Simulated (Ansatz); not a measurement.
**SiH4O + HCl: a complex and its separated parts**

The complex below is one end of an elementary step. How strongly is it bound against its free parts?

Computed with Ansatz 0.2.0, Gaussian basis. Level: PBE0-D4/def2-TZVP structures, single points in def2-TZVPP, no counterpoise correction.

Levels: SPW92, PBE-D4, BLYP-D4, r2SCAN-D4, B97M-V, PBE0-D4, B3LYP-D4, r2SCAN0-D4, BHLYP-D4, CAM-B3LYP-D4, wB97X-V, wB97M-V, B2PLYP, PBE-QIDH, RPA on PBE, Hartree-Fock, MP2, CCSD, CCSD(T).

Cores are frozen in the correlated methods. B3LYP uses VWN-RPA correlation. B2PLYP carries no dispersion term here.

95 further runs of the same task are left out: 1 that didn't finish, 94 set aside as unsound or not needed.

## (1) Where the work starts

The complex: 8 atoms, charge 0, spin multiplicity 1.

Atoms are counted from 1 here; the program's logs count them from 0.

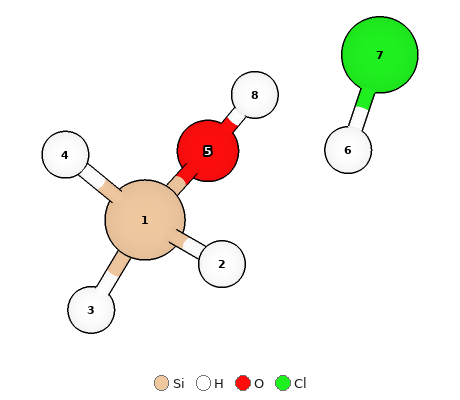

As it starts; silicon light orange, hydrogen white, oxygen red, chlorine green; atoms are numbered from 1 in the order of the file.

As a file:

```
Si   -0.6094   -0.7435   -0.4361
H     0.8497   -1.0349   -0.2675
H    -1.1135   -1.4752   -1.6194
H    -1.2936   -1.2208    0.7952
O    -0.8636    0.8527   -0.7225
H     1.8712    0.5190    0.8729
Cl    1.6405    1.6302    1.4734
H    -0.4813    1.4725   -0.0959
```

Its parts: SiH4O holds atoms 1, 2, 3, 4, 5, 8; HCl holds atoms 6, 7. Each part counts its atoms afresh in its own runs.

## (2) Relaxing SiH4O alone

relax-a/in.yaml

```yaml
crystal:
  periodic: [false, false, false]
  atoms:
    - {symbol: Si, position_ang: [-0.609373, -0.743507, -0.436120]}
    - {symbol: H, position_ang: [0.849670, -1.034909, -0.267534]}
    - {symbol: H, position_ang: [-1.113510, -1.475238, -1.619437]}
    - {symbol: H, position_ang: [-1.293641, -1.220820, 0.795231]}
    - {symbol: O, position_ang: [-0.863605, 0.852713, -0.722524]}
    - {symbol: H, position_ang: [-0.481285, 1.472547, -0.095940]}
basis:
  gaussian: {orbitals: def2-TZVP}
hamiltonian: {xc: pbe0, dispersion: d4}
relax: {f_tol: 0.005, max_steps: 200}
```

Run with:

```console
$ ansatz run in.yaml --threads 2 --pin off --events-out ev --progress --plain --max-ram 4352MiB
```

Standard output, shortened:

```text
Functional definition: PBE0
  name "PBE0"
  cite "Adamo & Barone, J. Chem. Phys. 110, 6158 (1999) doi:10.1063/1.478522"
  cite "Perdew, Burke & Ernzerhof, Phys. Rev. Lett. 77, 3865 (1996) doi:10.1103/PhysRevLett.77.3865"
  parent pbe
[...]
595 factors; their error is unknown
[...]
mean field -9986.22882060 eV, -366.9871402480 hartree, gradient 4.1e-5 eV, S^2 0.000000; 0 other end points of the search recorded, 0 dependent functions left out
[...]
reference -9986.22884593 eV, -366.9871411789 hartree; 13, 13 occupied and 79, 79 virtual orbitals, 595 factors
[...]
reference -9986.23331308 eV, -366.9873053438 hartree; 13, 13 occupied and 79, 79 virtual orbitals, 595 factors
Total energy: -9986.28631196 eV, -366.9892530165 hartree
Atom 0 at    -0.586068    -0.750775    -0.438735 Å, force    -0.000238     0.000638     0.000995 eV/Å
Atom 1 at     0.860339    -1.064185    -0.275453 Å, force     0.000340    -0.000205    -0.000325 eV/Å
Atom 2 at    -1.126980    -1.469398    -1.614614 Å, force    -0.000213    -0.000065    -0.000315 eV/Å
Atom 3 at    -1.292107    -1.195490     0.794437 Å, force    -0.000024    -0.000174     0.000015 eV/Å
Atom 4 at    -0.831287     0.851398    -0.735860 Å, force     0.000559    -0.000519    -0.000958 eV/Å
Atom 5 at    -0.535642     1.479236    -0.076098 Å, force    -0.000425     0.000325     0.000589 eV/Å
Dipole moment:     0.116126     0.091018     0.240678 e Å
```

Run time: 2.6 s. Hardware: 2 threads of AMD EPYC 9R45, shared host.

Step by step:

```tsv
step	energy from step 1 (eV)	largest force component (eV/Å)
1	0.0000	0.3216
2	-0.0031	0.1567
3	-0.0038	0.0326
4	-0.0044	0.0112
5	-0.0040	0.1418
6	-0.0044	0.0054
7	-0.0044	0.0010
```

Close pairs (by a distance rule), those that changed most:

```tsv
bond	before (Å)	after (Å)	change (Å)
Si1–H2	1.497	1.489	-0.008
Si1–O5	1.642	1.648	+0.006
O5–H6	0.961	0.958	-0.003
Si1–H4	1.487	1.489	+0.002
Si1–H3	1.480	1.480	+0.001
```

## (3) Relaxing HCl alone

relax-b/in.yaml

```yaml
crystal:
  periodic: [false, false, false]
  atoms:
    - {symbol: H, position_ang: [1.871190, 0.518987, 0.872883]}
    - {symbol: Cl, position_ang: [1.640455, 1.630228, 1.473441]}
basis:
  gaussian: {orbitals: def2-TZVP}
hamiltonian: {xc: pbe0, dispersion: d4}
relax: {f_tol: 0.005, max_steps: 200}
```

Run with:

```console
$ ansatz run in.yaml --threads 2 --pin off --events-out ev --progress --plain --max-ram 4352MiB
```

Standard output, shortened:

```text
[... 5 set-up lines as earlier in the session ...]
[...]
312 factors; their error is unknown
[...]
mean field -12535.31602518 eV, -460.6643671831 hartree, gradient 4.2e-5 eV, S^2 0.000000; 0 other end points of the search recorded, 0 dependent functions left out
[...]
reference -12535.31647376 eV, -460.6643836680 hartree; 9, 9 occupied and 34, 34 virtual orbitals, 312 factors
Total energy: -12535.32105165 eV, -460.6645519025 hartree
Atom 0 at     1.870724     0.521233     0.874097 Å, force     0.000103    -0.000496    -0.000268 eV/Å
Atom 1 at     1.640921     1.627982     1.472227 Å, force    -0.000103     0.000496     0.000268 eV/Å
Dipole moment:     0.047190    -0.227270    -0.122825 e Å
```

Run time: 0.3 s. Hardware: 2 threads of AMD EPYC 9R45, shared host.

Step by step:

```tsv
step	energy from step 1 (eV)	largest force component (eV/Å)
1	0.0000	0.1429
2	-0.0004	0.0583
3	-0.0004	0.0005
```

The bond:

```tsv
bond	before (Å)	after (Å)	change (Å)
H1–Cl2	1.284	1.279	-0.005
```

## (4) SPW92/def2-TZVPP

parta/in.yaml

```yaml
crystal:
  periodic: [false, false, false]
  atoms:
    - {symbol: Si, position_ang: [-0.586068, -0.750775, -0.438735]}
    - {symbol: H, position_ang: [0.860339, -1.064185, -0.275453]}
    - {symbol: H, position_ang: [-1.126980, -1.469398, -1.614614]}
    - {symbol: H, position_ang: [-1.292107, -1.195490, 0.794437]}
    - {symbol: O, position_ang: [-0.831287, 0.851398, -0.735860]}
    - {symbol: H, position_ang: [-0.535642, 1.479236, -0.076098]}
basis:
  gaussian: {orbitals: def2-TZVPP}
hamiltonian: {xc: lda}
```

partb/in.yaml

```yaml
crystal:
  periodic: [false, false, false]
  atoms:
    - {symbol: H, position_ang: [1.870724, 0.521233, 0.874097]}
    - {symbol: Cl, position_ang: [1.640921, 1.627982, 1.472227]}
basis:
  gaussian: {orbitals: def2-TZVPP}
hamiltonian: {xc: lda}
```

Each run has its own folder and the same command.

Run with:

```console
$ ansatz run in.yaml --threads 2 --pin off --events-out ev --progress --plain --max-ram 4352MiB
```

parta printed, shortened:

```text
Functional definition: SPW92
  name "SPW92"
  cite "Dirac, Proc. Camb. Phil. Soc. 26, 376 (1930) doi:10.1017/S0305004100016108"
  cite "Slater, Phys. Rev. 81, 385 (1951) doi:10.1103/PhysRev.81.385"
  cite "Perdew & Wang, Phys. Rev. B 45, 13244 (1992) doi:10.1103/PhysRevB.45.13244"
[...]
675 factors; their error is unknown
[...]
mean field -9944.57251581 eV, -365.4562992826 hartree, gradient 2.9e-5 eV, S^2 0.000000; 0 other end points of the search recorded, 0 dependent functions left out
reference -9944.57254715 eV, -365.4563004343 hartree; 13, 13 occupied and 116, 116 virtual orbitals, 675 factors
Total energy: -9944.57254715 eV, -365.4563004343 hartree
```

partb printed, shortened:

```text
[... 5 set-up lines as earlier in the session ...]
[...]
353 factors; their error is unknown
[...]
mean field -12498.56387642 eV, -459.3137506276 hartree, gradient 5.7e-5 eV, S^2 0.000000; 0 other end points of the search recorded, 0 dependent functions left out
reference -12498.56389583 eV, -459.3137513408 hartree; 9, 9 occupied and 47, 47 virtual orbitals, 353 factors
Total energy: -12498.56389583 eV, -459.3137513408 hartree
```

Times: 0.25 s (parta), 0.1 s (partb) on 2 threads of AMD EPYC 9R45, shared host.

## (5) PBE-D4/def2-TZVPP

Each input of step 4 (parta, partb) changes in the same lines:

```diff
-hamiltonian: {xc: lda}
+hamiltonian: {xc: pbe, dispersion: d4}
```

Each run has its own folder and the same command.

Run with:

```console
$ ansatz run in.yaml --threads 2 --pin off --events-out ev --progress --plain --max-ram 4352MiB
```

parta printed, shortened:

```text
Functional definition: PBE
  name "PBE"
[... 2 set-up lines as earlier in the session ...]
[...]
675 factors; their error is unknown
[...]
mean field -9985.38608969 eV, -366.9561704583 hartree, gradient 4.1e-5 eV, S^2 0.000000; 0 other end points of the search recorded, 0 dependent functions left out
reference -9985.38612322 eV, -366.9561716906 hartree; 13, 13 occupied and 116, 116 virtual orbitals, 675 factors
Total energy: -9985.45061175 eV, -366.9585416002 hartree
```

Output in partb, shortened:

```text
[... 4 set-up lines as earlier in the session ...]
[...]
353 factors; their error is unknown
[...]
mean field -12534.30962858 eV, -460.6273827899 hartree, gradient 8.1e-5 eV, S^2 0.000000; 0 other end points of the search recorded, 0 dependent functions left out
reference -12534.30964948 eV, -460.6273835582 hartree; 9, 9 occupied and 47, 47 virtual orbitals, 353 factors
Total energy: -12534.31531063 eV, -460.6275916016 hartree
```

They took 0.35 s (parta), 0.1 s (partb) on 2 threads of AMD EPYC 9R45, shared host.

## (6) BLYP-D4/def2-TZVPP

The same edit goes into each in.yaml of step 5 (parta, partb):

```diff
-hamiltonian: {xc: pbe, dispersion: d4}
+hamiltonian: {xc: {name: BLYP}, dispersion: d4}
```

One command serves all of them, each in its own folder.

Run with:

```console
$ ansatz run in.yaml --threads 2 --pin off --events-out ev --progress --plain --max-ram 4352MiB
```

Log of parta, shortened:

```text
Functional definition: BLYP
  name "BLYP"
  cite "Becke, Phys. Rev. A 38, 3098 (1988) doi:10.1103/PhysRevA.38.3098"
  cite "Lee, Yang & Parr, Phys. Rev. B 37, 785 (1988) doi:10.1103/PhysRevB.37.785"
[...]
675 factors; their error is unknown
[...]
mean field -9991.38835359 eV, -367.1767495882 hartree, gradient 3.1e-5 eV, S^2 0.000000; 0 other end points of the search recorded, 0 dependent functions left out
reference -9991.38863540 eV, -367.1767599447 hartree; 13, 13 occupied and 116, 116 virtual orbitals, 675 factors
Total energy: -9991.53674599 eV, -367.1822029083 hartree
```

partb printed, shortened:

```text
[... 4 set-up lines as earlier in the session ...]
[...]
353 factors; their error is unknown
[...]
mean field -12539.38860561 eV, -460.8140317531 hartree, gradient 4.5e-5 eV, S^2 0.000000; 0 other end points of the search recorded, 0 dependent functions left out
reference -12539.38880993 eV, -460.8140392618 hartree; 9, 9 occupied and 47, 47 virtual orbitals, 353 factors
Total energy: -12539.40229904 eV, -460.8145349775 hartree
```

Times: 0.35 s (parta), 0.1 s (partb) on 2 threads of AMD EPYC 9R45, shared host.

## (7) r2SCAN-D4/def2-TZVPP

Each input of step 6 (parta, partb) changes in the same lines:

```diff
-hamiltonian: {xc: {name: BLYP}, dispersion: d4}
+hamiltonian: {xc: r2scan, dispersion: d4}
```

Each run has its own folder and the same command.

Run with:

```console
$ ansatz run in.yaml --threads 2 --pin off --events-out ev --progress --plain --max-ram 4352MiB
```

Log of parta, shortened:

```text
Functional definition: r2SCAN
  name "r2SCAN"
  cite "Furness, Kaplan, Ning, Perdew & Sun, J. Phys. Chem. Lett. 11, 8208 (2020) doi:10.1021/acs.jpclett.0c02405"
  cite "Furness, Kaplan, Ning, Perdew & Sun, J. Phys. Chem. Lett. 11, 9248 (2020) doi:10.1021/acs.jpclett.0c03077"
  parent r2scan
[...]
675 factors; their error is unknown
[...]
mean field -9990.14276059 eV, -367.1309748898 hartree, gradient 2.4e-5 eV, S^2 0.000000; 0 other end points of the search recorded, 0 dependent functions left out
reference -9990.14277100 eV, -367.1309752724 hartree; 13, 13 occupied and 116, 116 virtual orbitals, 675 factors
Total energy: -9990.15740509 eV, -367.1315130652 hartree
```

partb printed, shortened:

```text
[... 5 set-up lines as earlier in the session ...]
[...]
353 factors; their error is unknown
[...]
mean field -12538.62224983 eV, -460.7858686979 hartree, gradient 3.2e-5 eV, S^2 0.000000; 0 other end points of the search recorded, 0 dependent functions left out
reference -12538.62225516 eV, -460.7858688937 hartree; 9, 9 occupied and 47, 47 virtual orbitals, 353 factors
Total energy: -12538.62352111 eV, -460.7859154164 hartree
```

Times: 0.6 s (parta), 0.2 s (partb) on 2 threads of AMD EPYC 9R45, shared host.

## (8) B97M-V/def2-TZVPP

The same edit goes into each in.yaml of step 7 (parta, partb):

```diff
-hamiltonian: {xc: r2scan, dispersion: d4}
+hamiltonian: {xc: {name: B97M-V}}
```

The same command starts each run, in its folder.

Run with:

```console
$ ansatz run in.yaml --threads 2 --pin off --events-out ev --progress --plain --max-ram 4352MiB
```

Output in parta, shortened:

```text
Functional definition: B97M-V
  name "B97M-V"
  cite "Mardirossian & Head-Gordon, J. Chem. Phys. 142, 074111 (2015) doi:10.1063/1.4907719"
  cite "Becke, J. Chem. Phys. 107, 8554 (1997) doi:10.1063/1.475007"
  cite "Vydrov & Van Voorhis, J. Chem. Phys. 133, 244103 (2010) doi:10.1063/1.3521275"
  # Of w^i u^j: cxij and so on, Table III.
[...]
  gx(w, u) = cx00 + cx01*u + cx02*u^2 + (cx10 + cx11*u)*w
[...]
  gos(w, u) = cos00 + cos01*u + cos03*u^3 + cos10*w + cos32*w^3*u^2
[...]
      + integral(e_c_pw_mod_opposite_spin*gos(b97_w_opposite, b97_u_opposite)) + vv10(b, c)
675 factors; their error is unknown
[...]
mean field -9989.26357883 eV, -367.0986655560 hartree, gradient 7.0e-5 eV, S^2 0.000000; 0 other end points of the search recorded, 0 dependent functions left out
reference -9989.26363100 eV, -367.0986674732 hartree; 13, 13 occupied and 116, 116 virtual orbitals, 675 factors
Total energy: -9989.26363100 eV, -367.0986674732 hartree
```

partb printed, shortened:

```text
[... 5 set-up lines as earlier in the session ...]
  # Of w^i u^j: cxij and so on, Table III.
[...]
  gx(w, u) = cx00 + cx01*u + cx02*u^2 + (cx10 + cx11*u)*w
[...]
  gos(w, u) = cos00 + cos01*u + cos03*u^3 + cos10*w + cos32*w^3*u^2
[...]
      + integral(e_c_pw_mod_opposite_spin*gos(b97_w_opposite, b97_u_opposite)) + vv10(b, c)
353 factors; their error is unknown
[...]
mean field -12536.22648439 eV, -460.6978259420 hartree, gradient 1.2e-5 eV, S^2 0.000000; 0 other end points of the search recorded, 0 dependent functions left out
reference -12536.22651252 eV, -460.6978269756 hartree; 9, 9 occupied and 47, 47 virtual orbitals, 353 factors
Total energy: -12536.22651252 eV, -460.6978269756 hartree
```

Wall times: 1.1 s (parta), 0.25 s (partb) on 2 threads of AMD EPYC 9R45, shared host.

## (9) PBE0-D4/def2-TZVPP

The same edit goes into each in.yaml of step 8 (parta, partb):

```diff
-hamiltonian: {xc: {name: B97M-V}}
+hamiltonian: {xc: pbe0, dispersion: d4}
+output: {orbitals: {seedname: orbitals}}
```

Each run has its own folder and the same command.

Run with:

```console
$ ansatz run in.yaml --threads 2 --pin off --events-out ev --progress --plain --max-ram 4352MiB
```

parta printed, shortened:

```text
[... 5 set-up lines as earlier in the session ...]
[...]
678 factors; their error is unknown
[...]
mean field -9986.29142335 eV, -366.9894408567 hartree, gradient 1.5e-5 eV, S^2 0.000000; 0 other end points of the search recorded, 0 dependent functions left out
reference -9986.29144845 eV, -366.9894417790 hartree; 13, 13 occupied and 116, 116 virtual orbitals, 678 factors
Total energy: -9986.34444732 eV, -366.9913894518 hartree
```

partb printed, shortened:

```text
[... 5 set-up lines as earlier in the session ...]
[...]
384 factors; their error is unknown
[...]
mean field -12535.34597593 eV, -460.6654678527 hartree, gradient 3.7e-5 eV, S^2 0.000000; 0 other end points of the search recorded, 0 dependent functions left out
reference -12535.34599157 eV, -460.6654684276 hartree; 9, 9 occupied and 47, 47 virtual orbitals, 384 factors
Total energy: -12535.35056947 eV, -460.6656366621 hartree
```

They took 0.4 s (parta), 0.1 s (partb) on 2 threads of AMD EPYC 9R45, shared host.

## (10) B3LYP-D4/def2-TZVPP

The same edit goes into each in.yaml of step 9 (parta, partb):

```diff
-hamiltonian: {xc: pbe0, dispersion: d4}
-output: {orbitals: {seedname: orbitals}}
+hamiltonian: {xc: {name: B3LYP}, dispersion: d4}
```

One command serves all of them, each in its own folder.

Run with:

```console
$ ansatz run in.yaml --threads 2 --pin off --events-out ev --progress --plain --max-ram 4352MiB
```

parta printed, shortened:

```text
Functional definition: B3LYP
  name "B3LYP"
  cite "Stephens, Devlin, Chabalowski & Frisch, J. Phys. Chem. 98, 11623 (1994) doi:10.1021/j100096a001"
[... 2 set-up lines as earlier in the session ...]
  cite "Vosko, Wilk & Nusair, Can. J. Phys. 58, 1200 (1980) doi:10.1139/p80-159"
[...]
678 factors; their error is unknown
[...]
mean field -9992.74275829 eV, -367.2265230427 hartree, gradient 2.1e-5 eV, S^2 0.000000; 0 other end points of the search recorded, 0 dependent functions left out
reference -9992.74296812 eV, -367.2265307539 hartree; 13, 13 occupied and 116, 116 virtual orbitals, 678 factors
Total energy: -9992.84765749 eV, -367.2303780174 hartree
```

Output in partb, shortened:

```text
[... 6 set-up lines as earlier in the session ...]
[...]
372 factors; their error is unknown
[...]
mean field -12539.99363229 eV, -460.8362660735 hartree, gradient 4.5e-5 eV, S^2 0.000000; 0 other end points of the search recorded, 0 dependent functions left out
reference -12539.99378434 eV, -460.8362716614 hartree; 9, 9 occupied and 47, 47 virtual orbitals, 372 factors
Total energy: -12540.00297093 eV, -460.8366092626 hartree
```

Times: 0.4 s (parta), 0.1 s (partb) on 2 threads of AMD EPYC 9R45, shared host.

## (11) r2SCAN0-D4/def2-TZVPP

Each input of step 10 (parta, partb) changes in the same lines:

```diff
-hamiltonian: {xc: {name: B3LYP}, dispersion: d4}
+hamiltonian: {xc: {name: r2SCAN0}, dispersion: d4}
```

Each run has its own folder and the same command.

Run with:

```console
$ ansatz run in.yaml --threads 2 --pin off --events-out ev --progress --plain --max-ram 4352MiB
```

Output in parta, shortened:

```text
Functional definition: r2SCAN0
  name "r2SCAN0"
  cite "Bursch, Neugebauer, Ehlert & Grimme, J. Chem. Phys. 156, 134105 (2022) doi:10.1063/5.0086040"
[... 3 set-up lines as earlier in the session ...]
[...]
678 factors; their error is unknown
[...]
mean field -9989.76147340 eV, -367.1169628439 hartree, gradient 1.4e-5 eV, S^2 0.000000; 0 other end points of the search recorded, 0 dependent functions left out
reference -9989.76148168 eV, -367.1169631481 hartree; 13, 13 occupied and 116, 116 virtual orbitals, 678 factors
Total energy: -9989.77850934 eV, -367.1175889033 hartree
```

Output in partb, shortened:

```text
[... 6 set-up lines as earlier in the session ...]
[...]
384 factors; their error is unknown
[...]
mean field -12538.53747428 eV, -460.7827532538 hartree, gradient 4.6e-6 eV, S^2 0.000000; 0 other end points of the search recorded, 0 dependent functions left out
reference -12538.53747853 eV, -460.7827534101 hartree; 9, 9 occupied and 47, 47 virtual orbitals, 384 factors
Total energy: -12538.53893205 eV, -460.7828068259 hartree
```

They took 0.65 s (parta), 0.25 s (partb) on 2 threads of AMD EPYC 9R45, shared host.

## (12) BHLYP-D4/def2-TZVPP

The same edit goes into each in.yaml of step 11 (parta, partb):

```diff
-hamiltonian: {xc: {name: r2SCAN0}, dispersion: d4}
+hamiltonian: {xc: {name: BHLYP}, dispersion: d4}
```

The same command starts each run, in its folder.

Run with:

```console
$ ansatz run in.yaml --threads 2 --pin off --events-out ev --progress --plain --max-ram 4352MiB
```

Output in parta, shortened:

```text
Functional definition: BHLYP
  name "BHLYP"
  cite "Becke, J. Chem. Phys. 98, 1372 (1993) doi:10.1063/1.464304"
[... 2 set-up lines as earlier in the session ...]
[...]
723 factors; their error is unknown
[...]
mean field -9991.01758604 eV, -367.1631241321 hartree, gradient 3.1e-5 eV, S^2 0.000000; 0 other end points of the search recorded, 0 dependent functions left out
reference -9991.01772770 eV, -367.1631293379 hartree; 13, 13 occupied and 116, 116 virtual orbitals, 723 factors
Total energy: -9991.09251967 eV, -367.1658778920 hartree
```

Output in partb, shortened:

```text
[... 5 set-up lines as earlier in the session ...]
[...]
403 factors; their error is unknown
[...]
mean field -12539.47115586 eV, -460.8170654191 hartree, gradient 2.7e-5 eV, S^2 0.000000; 0 other end points of the search recorded, 0 dependent functions left out
reference -12539.47125936 eV, -460.8170692226 hartree; 9, 9 occupied and 47, 47 virtual orbitals, 403 factors
Total energy: -12539.47730576 eV, -460.8172914235 hartree
```

Wall times: 0.4 s (parta), 0.1 s (partb) on 2 threads of AMD EPYC 9R45, shared host.

## (13) CAM-B3LYP-D4/def2-TZVPP

The same edit goes into each in.yaml of step 12 (parta, partb):

```diff
-hamiltonian: {xc: {name: BHLYP}, dispersion: d4}
+hamiltonian: {xc: {name: CAM-B3LYP}, dispersion: d4}
```

Each run has its own folder and the same command.

Run with:

```console
$ ansatz run in.yaml --threads 2 --pin off --events-out ev --progress --plain --max-ram 4352MiB
```

parta printed, shortened:

```text
Functional definition: CAM-B3LYP
  name "CAM-B3LYP"
  cite "Yanai, Tew & Handy, Chem. Phys. Lett. 393, 51 (2004) doi:10.1016/j.cplett.2004.06.011"
  cite "Iikura, Tsuneda, Yanai & Hirao, J. Chem. Phys. 115, 3540 (2001) doi:10.1063/1.1383587"
[... 2 set-up lines as earlier in the session ...]
[...]
  # Exact exchange under (alpha + beta erf(omega r))/r, Becke's under what is left of 1/r.
[...]
678 factors; their error is unknown
177 factors; integrals over basis functions are off by at most 1.4e-5 eV
[...]
mean field -9991.52638054 eV, -367.1818219851 hartree, gradient 8.3e-5 eV, S^2 0.000000; 0 other end points of the search recorded, 0 dependent functions left out
reference -9991.52648248 eV, -367.1818257313 hartree; 13, 13 occupied and 116, 116 virtual orbitals, 678 factors
Total energy: -9991.57918766 eV, -367.1837626109 hartree
```

partb printed, shortened:

```text
[... 6 set-up lines as earlier in the session ...]
[...]
  # Exact exchange under (alpha + beta erf(omega r))/r, Becke's under what is left of 1/r.
[...]
372 factors; their error is unknown
66 factors; integrals over basis functions are off by at most 7.5e-5 eV
[...]
mean field -12539.88294010 eV, -460.8321982107 hartree, gradient 2.6e-5 eV, S^2 0.000000; 0 other end points of the search recorded, 0 dependent functions left out
reference -12539.88301437 eV, -460.8322009402 hartree; 9, 9 occupied and 47, 47 virtual orbitals, 372 factors
Total energy: -12539.88749600 eV, -460.8323656368 hartree
```

They took 0.45 s (parta), 0.15 s (partb) on 2 threads of AMD EPYC 9R45, shared host.

[end of part 1 of 2]
